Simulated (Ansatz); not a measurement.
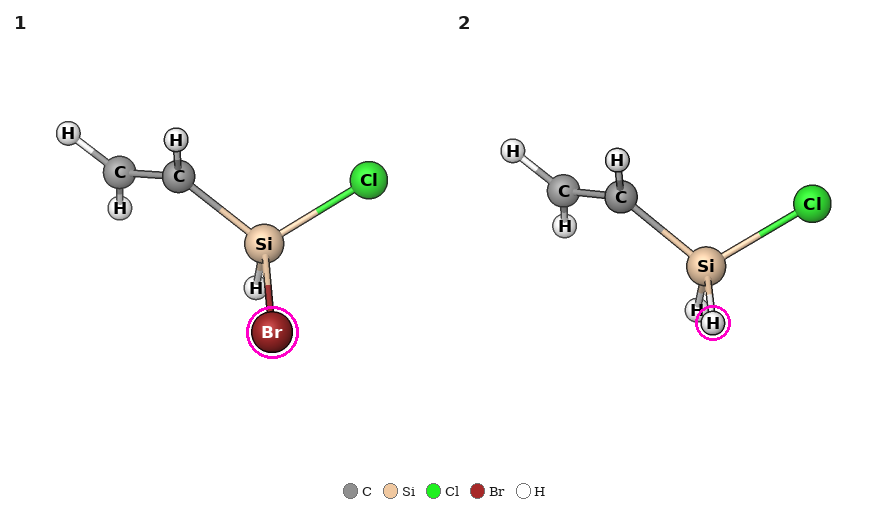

2 molecules with one skeleton, seen from the same side and at one scale; the atom that differs is circled. Charge 0, singlet. Computed geometries: PBE0-D4/def2-TZVP optimisations, one conformation each. Properties computed with Ansatz 0.2.0.

One atom differs, called X below: Br in panel 1, H in panel 2. Their formulas are C2H4BrClSi (`C=C[Si@@H](Cl)Br`), C2H5ClSi (`C=C[SiH2]Cl`).

> In which is the dipole moment larger (r2SCAN-D4/def2-TZVPP)?

In panel 1 (X = Br).

> In which is the length of X–Si larger (PBE0-D4/def2-TZVP)?

In panel 1 (X = Br).

Give the values. With PBE0-D4/def2-TZVP: length of X–Si (Å), angle X–Si–H (°). With ωB97M-V/def2-SVP: HOMO energy (Kohn–Sham orbital) (eV), HOMO–LUMO gap (eV). With r2SCAN-D4/def2-TZVPP: dipole moment (D).

| quantity | 1 (Br) | 2 (H) | 2 − 1 |
| --- | --- | --- | --- |
| length of X–Si (Å) | 2.214 | 1.483 | −0.731 |
| angle X–Si–H (°) | 108.3 | 110.7 | +2.4 |
| HOMO energy (Kohn–Sham orbital) (eV) | −10.45 | −10.53 | −0.08 |
| HOMO–LUMO gap (eV) | 11.65 | 11.98 | +0.33 |
| dipole moment (D) | 2.21 | 1.93 | −0.28 |
